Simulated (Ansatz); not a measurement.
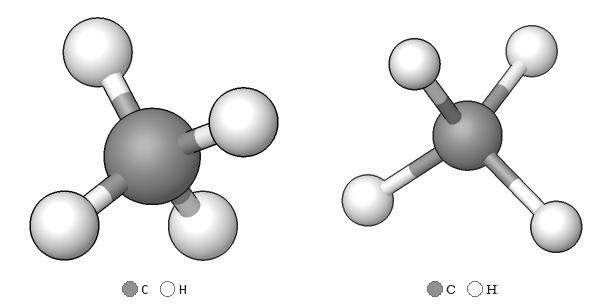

Both panels show the same species.

Computed geometry: PBE0-D4/def2-TZVP optimisation.

**Give the formula.**

CH₄, 5 atoms: 1 carbon and 4 hydrogen.

**Which point group does it belong to?**

Td.

**How many sets of symmetry-equivalent atoms are there?**

2: 1 C, 4 H.

More results for the same structure follow; atom numbers are the same in all pictures, views and colours differ.

### Vibrations

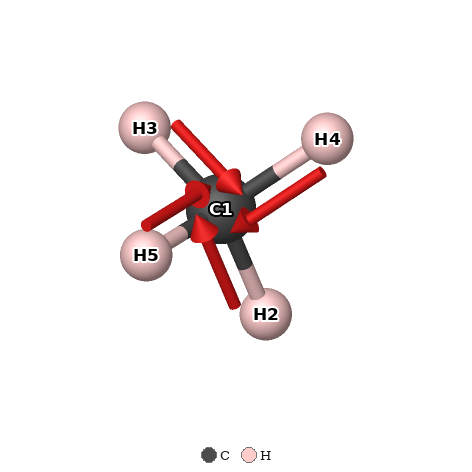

The arrows show one normal mode. Harmonic vibrations computed with RKS PBE0-D4/def2-TZVP (Ansatz 0.2.0) at a stationary point of the same level.

**What kind of motion is it?**

Mostly in-phase stretching of 4 C–H bonds.

**Estimate its harmonic wavenumber.**

3047 cm⁻¹; it is mode 6 of 9 counted from the lowest.

### Electronic properties

Properties computed with RKS PBE0-D4/def2-TZVPP (Ansatz 0.2.0).

Predict the main results.

- HOMO energy (Kohn–Sham orbital): −10.98 eV
- LUMO energy (Kohn–Sham orbital): 1.70 eV
- HOMO–LUMO gap: 12.68 eV

### Charges

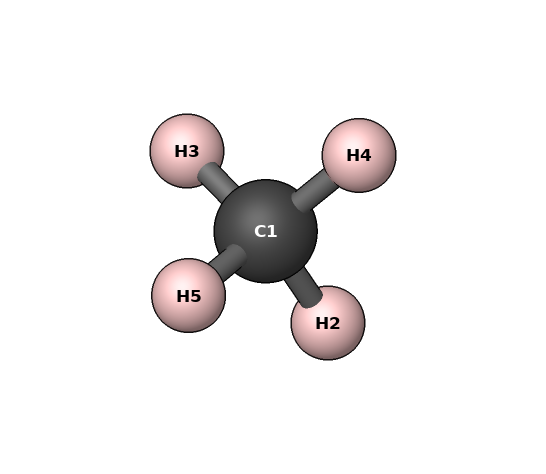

The questions are on Mulliken charges. Properties computed with RKS PBE0-D4/def2-TZVP (Ansatz 0.2.0).

List the Mulliken charges.

| atom | value (e) |
| --- | --- |
| C1 | −0.53 |
| H2 | 0.13 |
| H3 | 0.13 |
| H4 | 0.13 |
| H5 | 0.13 |

Mulliken values depend strongly on the basis set and can even reverse the polarity of a bond.
